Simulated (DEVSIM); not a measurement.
Structure: In0.49Ga0.51P/GaAs n-p heterojunction, at 400 K.

| layer (left to right) | material | thickness (μm) | Nd (cm⁻³) | Na (cm⁻³) | τn (s) | τp (s) |
|---|---|---|---|---|---|---|
| 1 | In0.49Ga0.51P | 0.300 | 6.8e17 | - | 1e-8 | 1e-8 |
| 2 | GaAs | 3.50 | - | 8e15 | 1e-8 | 1e-8 |

Left contact: ohmic. Right contact: ohmic. Voltage is applied to the left contact. Recombination: SRH at mid-gap. Mobility is μmin + (μ − μmin)/(1 + (N/Nref)^α).

The device is made up for the run: typed textbook-type constants, with dimensions and the other settings drawn at random. Values at 300 K; Nc and Nv go as T^1.5, mobilities as T to minus their exponent, the gap by Varshni's rule with the affinity fixed.

| parameter | In0.49Ga0.51P | GaAs |
|---|---|---|
| gap (eV) | 1.89 | 1.424 |
| affinity (eV) | 4 | 4.07 |
| permittivity | 11.8 | 12.9 |
| Nc (cm⁻³) | 9e17 | 4.7e17 |
| Nv (cm⁻³) | 1.3e19 | 9e18 |
| μn (cm²/Vs) | 1500 | 8500 |
| μp (cm²/Vs) | 80 | 400 |
| μn,min | 400 | 500 |
| μp,min | 15 | 20 |
| Nref,n | 2e16 | 6e16 |
| Nref,p | 1.5e17 | 1.5e17 |
| αn | 0.7 | 0.39 |
| αp | 0.8 | 0.38 |
| T exponent of μn | 1.66 | 2.1 |
| T exponent of μp | 2 | 2.2 |
| Varshni α (eV/K) | 0.0005 | 0.000541 |
| Varshni β (K) | 250 | 204 |

DEVSIM, 1D drift-diffusion, Boltzmann statistics, complete ionisation; no tunnelling, impact ionisation, image-force lowering or self-heating. Band offsets follow the typed affinities; no thermionic-emission limit at abrupt steps, no polarisation charge.

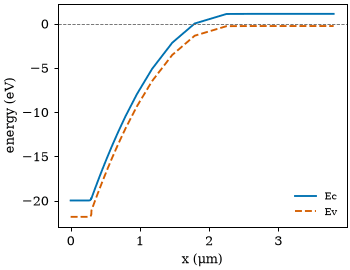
*Band edges at 20.0 V on the left contact*

Energies count from the Fermi level of the right contact; mesh points crowd at the junctions.

| x (μm) | Ec (eV) | Ev (eV) | n (cm⁻³) | p (cm⁻³) | field (V/cm) |
|---|---|---|---|---|---|
| 0.000 | -19.975 | -21.824 | 6.8e17 | < 1e2 | ≈ 0 |
| 0.005973 | -19.975 | -21.824 | 6.8e17 | < 1e2 | ≈ 0 |
| 0.02010 | -19.975 | -21.824 | 6.8e17 | < 1e2 | ≈ 0 |
| 0.05025 | -19.975 | -21.824 | 6.8e17 | < 1e2 | ≈ 0 |
| 0.1500 | -19.975 | -21.824 | 6.8e17 | < 1e2 | ≈ 0 |
| 0.2346 | -19.975 | -21.824 | 6.8e17 | < 1e2 | 25 |
| 0.2730 | -19.965 | -21.814 | 5.0e17 | < 1e2 | 17000 |
| 0.2940 | -19.797 | -21.645 | 3.8e15 | < 1e2 | 170000 |
| 0.3000 | -19.743 | -21.120 | 4.2e14 | < 1e2 | 230000 |
| 0.3060 | -19.612 | -20.989 | 9.4e12 | < 1e2 | 220000 |
| 0.3197 | -19.319 | -20.696 | 1.9e9 | 4600 | 210000 |
| 0.3688 | -18.282 | -19.659 | 76000 | 53000 | 210000 |
| 0.4614 | -16.400 | -17.777 | 75000 | 150000 | 200000 |
| 0.6859 | -12.235 | -13.612 | 73000 | 440000 | 170000 |
| 1.468 | -2.144 | -3.522 | 58000 | 2900000 | 85000 |
| 2.637 | 1.120 | -0.257 | 1400 | 8.0e15 | ≈ 0 |
| 3.287 | 1.120 | -0.257 | 3700 | 8.0e15 | ≈ 0 |
| 3.576 | 1.120 | -0.257 | 4800 | 8.0e15 | ≈ 0 |
| 3.728 | 1.120 | -0.257 | 5300 | 8.0e15 | ≈ 0 |
| 3.772 | 1.120 | -0.257 | 5500 | 8.0e15 | ≈ 0 |
| 3.790 | 1.120 | -0.257 | 5500 | 8.0e15 | ≈ 0 |
| 3.800 | 1.120 | -0.257 | 5600 | 8.0e15 | ≈ 0 |
